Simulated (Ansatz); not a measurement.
| atom | x (Å) | y (Å) | z (Å) |
| --- | --- | --- | --- |
| F | 0.2775 | -1.5479 | 0.6963 |
| B | 0.4369 | -0.2833 | 0.2325 |
| O | 1.6452 | 0.3356 | 0.3827 |
| Si | -1.1110 | 0.6553 | -0.7552 |
| H | 2.2794 | -0.2367 | 0.8686 |
| H | -1.6526 | 1.1496 | 0.6075 |

All numbers below come from RKS PBE-D4/6-31G* in Ansatz.

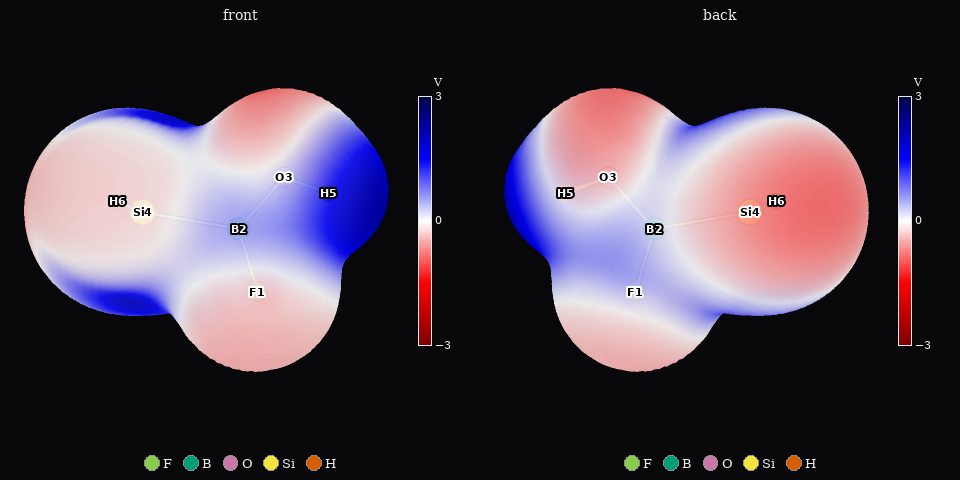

BFH$_{2}$OSi. The molecular electrostatic potential painted on the density surface at 0.001 e/bohr³, seen from the front and from behind; the colour scale runs from red (negative) to blue (positive).

**Which sites attract a positive test charge, and which a negative one?**

A positive charge is drawn to the negative regions and a negative charge to the positive ones. The most negative region (about −0.9 V) lies over O3 and Si4, the most positive (about +2.2 V) over H5.
